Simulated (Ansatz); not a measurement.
```xyz
11

Al   -0.8023   -0.7065   -0.5854
O     0.5418   -1.3762    0.4295
H    -0.5702   -0.9283   -2.1618
H    -2.2561   -0.8392    0.0817
H     0.4898    1.1909    0.4877
N    -0.2919    1.2317   -0.2269
H     1.2840   -0.3832    1.1414
F     1.6174    0.5024    1.5081
H     0.9759   -2.2174    0.2161
H     0.0664    1.7260   -1.0554
H    -1.0548    1.7999    0.1653
```

Level of theory: Ansatz 0.2.0, RKS PBE-D4/def2-SVP.

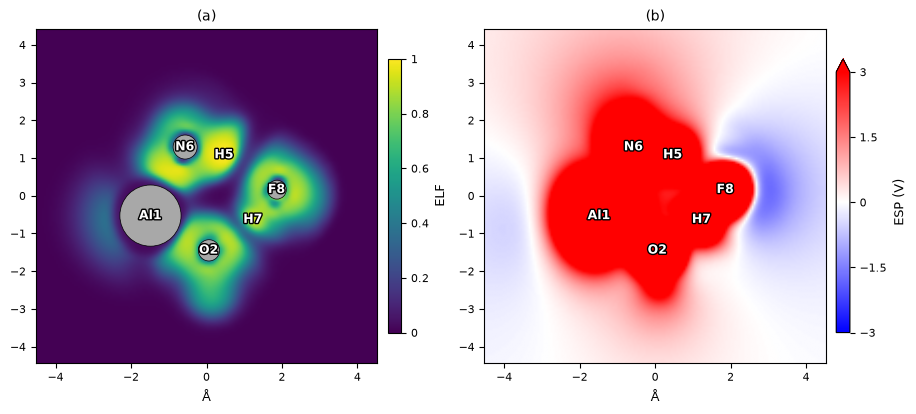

AlH$_{6}$NO···HF. (a) ELF; (b) electrostatic potential on the plane of atoms Al1, N6 and H5. Grey discs cover the atomic cores in the ELF map.

Q: Read the bonding off the picture.

A: Atoms in the plane: Al, O, H, N and F. O2···H7 (1.43 Å): the ELF peaks at about 0.90 between the atoms. Al–O (1.81 Å): the ELF peaks at about 0.90 in the valence shell of O, 0.7 Å from its nucleus, and is about 0.50 at the midpoint. Al–N (2.04 Å): the ELF peaks at about 0.95 in the valence shell of N, 0.7 Å from its nucleus, and is about 0.75 at the midpoint. F–H (1.01 Å): the ELF climbs to about 0.95 towards the hydrogen, as it does in any bond to H. The ELF also peaks beside F8, away from the bonds: lone-pair regions. Outside the dense part of the complex the potential is most negative (−1.7 V) near F8.
